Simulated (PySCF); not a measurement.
Molecule: SMILES CC(C)=[OH+] (C3H7O (cation, charge +1)). Atoms near the plane z = 0.0 Å, at the CAM-B3LYP/def2-SVP optimised geometry (x, y, z in Å): C1 (0.1, 0.8, 0.0), H5 (-0.2, 0.2, 0.9), H6 (1.2, 0.8, 0.0), H7 (-0.2, 1.8, 0.0), H9 (-1.2, -1.7, -0.7), H10 (0.5, -1.8, -0.8).

Method: CAM-B3LYP/def2-TZVP (PySCF). Cells within 0.4 Å of a nucleus heavier than hydrogen are left out (blank, or x). The values are rescaled to run from 0 to 1.

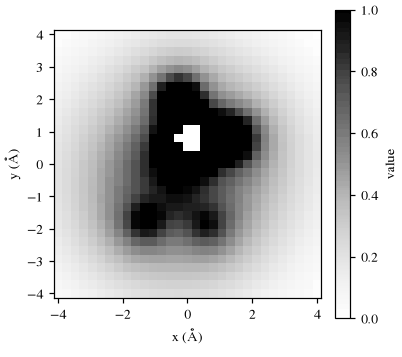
Fig. 1. a field on the plane z = 0.0 Å.

Q: Which quantity is mapped?
A. Laplacian of the electron density
B. log10 of the electron density
C. deformation density (molecule minus spherical neutral atoms)
D. electrostatic potential

A: D, electrostatic potential. In full: electrostatic potential (hartree/e), clipped to [0.09, 0.28].
